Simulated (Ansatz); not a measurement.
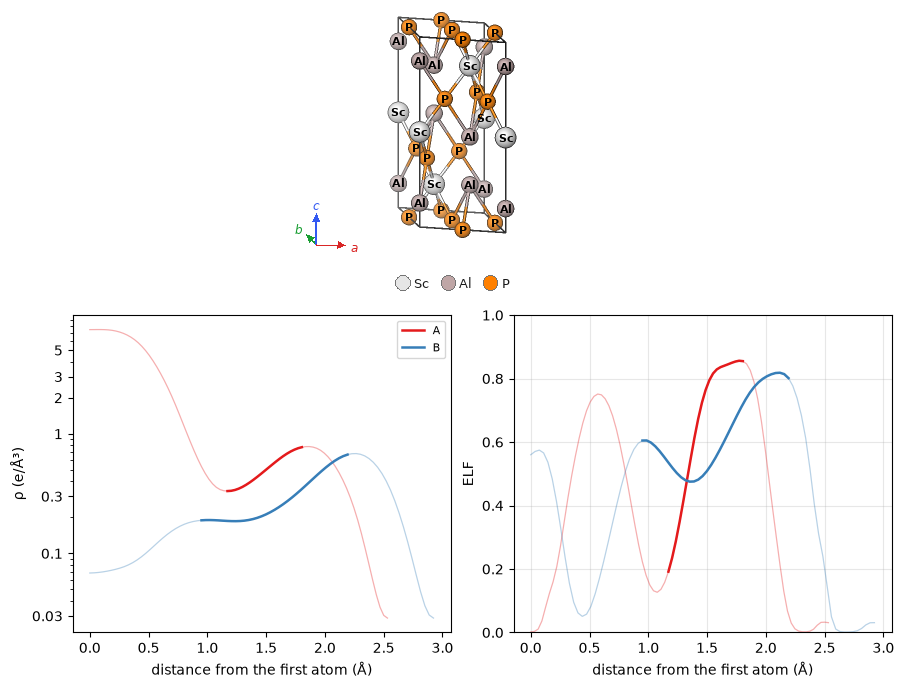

Figure 1: ScAl$_{2}$P$_{3}$. Valence pseudo-density and electron localisation function along straight lines between neighbouring atoms. Thin, pale parts lie inside the atomic spheres. The structure is drawn too.

Space group R-3m; a structure generated by program, which may or may not match a known phase.

All numbers below come from Ansatz, DFT PBE, scalar-relativistic, plane waves, PAW.

Core electrons are frozen (PAW), and the valence fields are smoothed inside the atomic spheres.

Input file:

```
crystal:
  lattice:
    - [2.7091261843, 1.5641147318, 4.0196905038]
    - [-2.7091261843, 1.5641147318, 4.0196905038]
    - [0.0, -3.1282294635, 4.0196905038]
  atoms:
    - { symbol: Sc, position: [0.5, 0.5, 0.5] }
    - { symbol: Al, position: [0.1324604186, 0.1324604186, 0.1324604186] }
    - { symbol: Al, position: [0.8675395814, 0.8675395814, 0.8675395814] }
    - { symbol: P, position: [0.5, 0.0, 0.5] }
    - { symbol: P, position: [0.0, 0.5, 0.5] }
    - { symbol: P, position: [0.5, 0.5, 0.0] }
basis:
  ecutwfc: 420
kpoints:
  mp_grid: { grid: [12, 12, 12] }
hamiltonian:
  xc: pbe
scf:
  occupations: { method: gaussian, width: 0.1 }
output:
  forces: true
  stress: true
  eigenvalues: true
  write_density: true
  write_potential: true
  elf: true
  volumetric_format: npy
relax:
  adjacent_minimum: "off"
  f_tol: 0.01
  max_steps: 80
  cell: { stress_tol: 0.05 }
```

Launched as:

```sh
ansatz run input.yaml --threads 1 --pin off --max-ram 2560MiB --backend cpu --events-out ev --progress --plain --runs-dir out
```

Below, planes, directions and counts refer to the conventional cell (a = 5.45 Å, b = 5.45 Å, c = 11.90 Å, α = 90.00°, β = 90.00°, γ = 120.00°).

The fields are those of the run's last geometry, not of the input's.

**Which curve belongs to which contact (Al–P and Sc–P)? The first atom named is at distance zero.**

Curve A: Sc–P (2.53 Å): ρ at the midpoint is about 0.35 e/Å³; the ELF peaks at about 0.85 in the valence shell of P, 0.8 Å from its nucleus, and is about 0.35 at the midpoint. Curve B: Al–P (2.92 Å): ρ is about 0.2 e/Å³ halfway; the ELF peaks at about 0.80 in the valence shell of P, 0.8 Å from its nucleus, and drops to about 0.50 between the two atoms.
